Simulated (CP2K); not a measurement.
# CH3BO2 (SMILES OB1CO1): GFN2-xTB

What is the vertical electron affinity of CH3BO2 at GFN2-xTB? 

The calculation is run with CP2K 2026.2.

## (1) The structure to begin with

The species is CH3BO2 (7 atoms), meant as a singlet with charge 0. As SMILES, `OB1CO1`. Geometry: relaxed at GFN2-xTB. This is one conformer, not always the lowest.

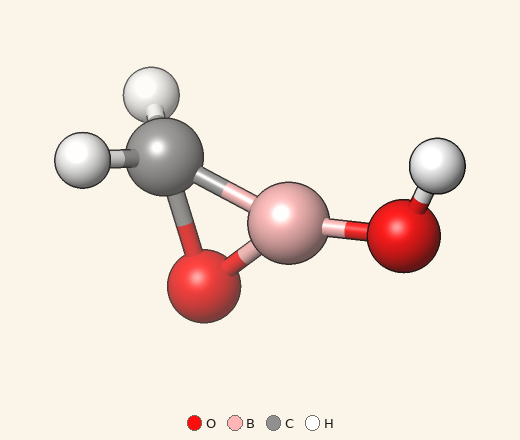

Viewed from a chosen angle; oxygen red, boron pink, carbon grey, hydrogen white.

## (2) Energy and forces at GFN2-xTB

Input file gas.inp:

```
&GLOBAL
 PROJECT gas
 RUN_TYPE ENERGY_FORCE
 PRINT_LEVEL MEDIUM
&END GLOBAL
&FORCE_EVAL
 METHOD QUICKSTEP
 &DFT
  &QS
   METHOD XTB
   EPS_DEFAULT 1.0E-10
   &XTB
    GFN_TYPE TBLITE
    &TBLITE
     METHOD GFN2
    &END TBLITE
    CHECK_ATOMIC_CHARGES F
   &END XTB
  &END QS
  &POISSON
   PERIODIC NONE
   POISSON_SOLVER ANALYTIC
  &END POISSON
  &SCF
   SCF_GUESS ATOMIC
   EPS_SCF 1.0E-07
   MAX_SCF 150
   ADDED_MOS 8
   &DIAGONALIZATION
    ALGORITHM STANDARD
   &END DIAGONALIZATION
   &MIXING
    METHOD DIRECT_P_MIXING
    ALPHA 0.4
   &END MIXING
   &SMEAR ON
    METHOD FERMI_DIRAC
    ELECTRONIC_TEMPERATURE [K] 300
   &END SMEAR
  &END SCF
  &PRINT
   &MOMENTS
    PERIODIC F
    REFERENCE COM
    MAX_MOMENT 1
   &END MOMENTS
   &MO ON
    ENERGIES T
    OCCUPATION_NUMBERS T
    NDIGITS 6
    &EACH
     QS_SCF 0
    &END EACH
    ADD_LAST NUMERIC
   &END MO
   &HIRSHFELD OFF
   &END HIRSHFELD
  &END PRINT
 &END DFT
 &SUBSYS
  &CELL
   ABC 15.3 14.6 14.7
   PERIODIC NONE
  &END CELL
  &COORD
   O     -1.462170     0.392320    -0.989890
   B     -0.471500    -0.132090    -0.282650
   C      0.805850    -0.129380     0.532900
   O     -0.023160    -1.301460     0.158670
   H     -1.466130     1.340720    -1.114150
   H      0.824970     0.015800     1.605990
   H      1.792140    -0.185910     0.089120
  &END COORD
  &TOPOLOGY
   &CENTER_COORDINATES
   &END CENTER_COORDINATES
  &END TOPOLOGY
 &END SUBSYS
 &PRINT
  &FORCES ON
  &END FORCES
 &END PRINT
&END FORCE_EVAL
```

The run is started by

```sh
$ OMP_NUM_THREADS=1 cp2k.psmp gas.inp > gas.out
```

What it wrote:

```text
CP2K| version string:                                       CP2K version 2026.2
[...]
 GLOBAL| Method name                                                        CP2K
[...]
 GLOBAL| Run type                                                   ENERGY_FORCE
[...]
                             - Atoms:                                          7
[...]
                             - Spherical basis functions:                     19
[...]
 Number of electrons:                                                         22
[...]
  *** SCF run converged in    16 steps ***
[...]
  Fermi energy:                                                -0.19390242993952
[...]
 TB_DIPOLE| Moment [Debye]         -0.02564369       3.23988068      -0.43748069
 TB_DIPOLE| Derivative [a.u.]       0.00000000       0.00000000       0.00000000
[...]
 ENERGY| Total FORCE_EVAL ( QS ) energy [hartree]            -13.058261073695043
 FORCES| Atomic forces [hartree/bohr]
 FORCES|   Atom     x               y               z               |f|
 FORCES|      1 -3.61865607E-04  2.35912560E-04 -5.73637013E-05   4.35766047E-04
 FORCES|      2  2.13413852E-04 -2.53087526E-04 -2.75821009E-05   3.32204065E-04
 FORCES|      3  1.41265998E-04 -4.43318881E-05  8.85634336E-05   1.72525013E-04
 FORCES|      4  2.73736427E-07  2.88889828E-04  3.65137366E-05   2.91188359E-04
 FORCES|      5  1.45006523E-04 -1.91185800E-04  3.59721405E-05   2.42637377E-04
 FORCES|      6 -8.01210273E-05 -7.00307917E-05 -1.02913543E-04   1.48036779E-04
 FORCES|      7 -5.79734749E-05  3.38336181E-05  2.68100343E-05   7.22801179E-05
 FORCES| Sum    -1.14891549E-16  1.19689144E-16  4.94768885E-17
 FORCES| Total atomic force                                       1.73128627E-16
[...]
```

Run time: 0.86 s. Hardware: 1 thread of AMD EPYC 9R45 (Zen 5), shared host; peak memory 0.19 GiB.

## (3) The doublet anion

Input file qs.inp:

```
&GLOBAL
    PROJECT qs
    RUN_TYPE ENERGY_FORCE
    PRINT_LEVEL MEDIUM
&END

&FORCE_EVAL
    METHOD Quickstep
    &DFT
        CHARGE -1
        MULTIPLICITY 2
        UKS T
        &QS
            METHOD XTB
            EPS_DEFAULT 1.0E-10
            &XTB
                GFN_TYPE TBLITE
                &TBLITE
                    METHOD GFN2
                &END
                CHECK_ATOMIC_CHARGES F
            &END
        &END
        &POISSON
            PERIODIC NONE
            POISSON_SOLVER ANALYTIC
        &END
        &SCF
            SCF_GUESS ATOMIC
            EPS_SCF 1.0E-07
            MAX_SCF 150
            ADDED_MOS 4
            &DIAGONALIZATION
                ALGORITHM STANDARD
            &END
            &MIXING
                METHOD DIRECT_P_MIXING
                ALPHA 0.4
            &END
        &END
        &PRINT
            &MOMENTS
                PERIODIC F
                REFERENCE COM
                MAX_MOMENT 1
            &END
            &MO ON
                ENERGIES T
                OCCUPATION_NUMBERS T
                NDIGITS 6
                &EACH
                    QS_SCF 0
                &END
                ADD_LAST NUMERIC
            &END
            &HIRSHFELD OFF
            &END
        &END
    &END
    &SUBSYS
        &CELL
            ABC 15.3 14.6 14.7
            PERIODIC NONE
        &END
        &COORD
            O     -1.462170     0.392320    -0.989890
            B     -0.471500    -0.132090    -0.282650
            C      0.805850    -0.129380     0.532900
            O     -0.023160    -1.301460     0.158670
            H     -1.466130     1.340720    -1.114150
            H      0.824970     0.015800     1.605990
            H      1.792140    -0.185910     0.089120
        &END
        &TOPOLOGY
            &CENTER_COORDINATES
            &END
        &END
    &END
    &PRINT
        &FORCES ON
        &END
    &END
&END
```

The run is started by

```sh
$ OMP_NUM_THREADS=1 cp2k.psmp -i qs.inp > qs.out 2>&1
```

What it wrote:

```text
CP2K| version string:                                       CP2K version 2026.2
[...]
 GLOBAL| Method name                                                        CP2K
[...]
 GLOBAL| Run type                                                   ENERGY_FORCE
[...]
                             - Atoms:                                          7
[...]
                             - Spherical basis functions:                     19
[...]
 Number of electrons:                                                         12
[...]
  *** SCF run converged in    14 steps ***
[...]
  Fermi energy:                                                 0.17649999520438
[...]
 TB_DIPOLE| Moment [Debye]         -0.86850129       2.37558586      -0.86243654
 TB_DIPOLE| Derivative [a.u.]       0.00000000       0.00000000       0.00000000
[...]
 ENERGY| Total FORCE_EVAL ( QS ) energy [hartree]            -13.058439843834329
 FORCES| Atomic forces [hartree/bohr]
 FORCES|   Atom     x               y               z               |f|
 FORCES|      1 -1.10862333E-01  5.58699333E-02 -7.96410683E-02   1.47494427E-01
 FORCES|      2  4.71717425E-02  6.72889278E-02  2.33855619E-02   8.54392041E-02
 FORCES|      3 -2.43985864E-02  4.06507107E-03 -1.65155299E-02   2.97418652E-02
 FORCES|      4  5.44605054E-02 -1.18818300E-01  5.01702403E-02   1.40002815E-01
 FORCES|      5  6.12847511E-03 -2.47909215E-03  4.40292616E-03   7.94291281E-03
 FORCES|      6  8.54347968E-03 -1.81801151E-03  1.70389753E-02   1.91473990E-02
 FORCES|      7  1.89567168E-02 -4.10852849E-03  1.15889451E-03   1.94314218E-02
 FORCES| Sum     0.00000000E+00  1.89952221E-16 -1.00830802E-16
 FORCES| Total atomic force                                       2.15055102E-16
[...]
```

Wall time 0.88 s (1 thread of AMD EPYC 9R45 (Zen 5), shared host); peak memory 0.19 GiB.

## (4) Results

Level: GFN2-xTB.

| quantity | value |
| --- | --- |
| singlet CH3BO2: total energy | -13.05826 Eh |
| singlet CH3BO2: dipole moment (from atomic charges alone) | 3.27 D |
| singlet CH3BO2: HOMO energy | -10.96 eV |
| singlet CH3BO2: LUMO energy | -4.38 eV |
| singlet CH3BO2: HOMO–LUMO gap | 6.58 eV |
| singlet CH3BO2: largest force on an atom | 0.022 eV/Å |
| doublet anion: total energy | -13.05844 Eh |
| doublet anion: HOMO energy (highest over α and β) | 4.40 eV |
| doublet anion: LUMO energy (lowest over α and β) | 5.21 eV |
| doublet anion: largest force on an atom | 7.584 eV/Å |
| vertical electron affinity (to the doublet anion) | 0.005 eV |

At fixed nuclei the extra electron is bound by 0.00 eV (0.1 kcal/mol). A minimal valence basis can't be trusted even for the sign of an electron affinity. No empirical shift is applied, and without it xTB methods put this difference several eV too high. The dipole (singlet CH3BO2) comes from point charges on the atoms alone, without atomic dipoles, so it is partial. The HOMO (doublet anion) lies at positive energy, 4.40 eV: the electron is unbound at this level or held by a compact basis; values depend on the basis.
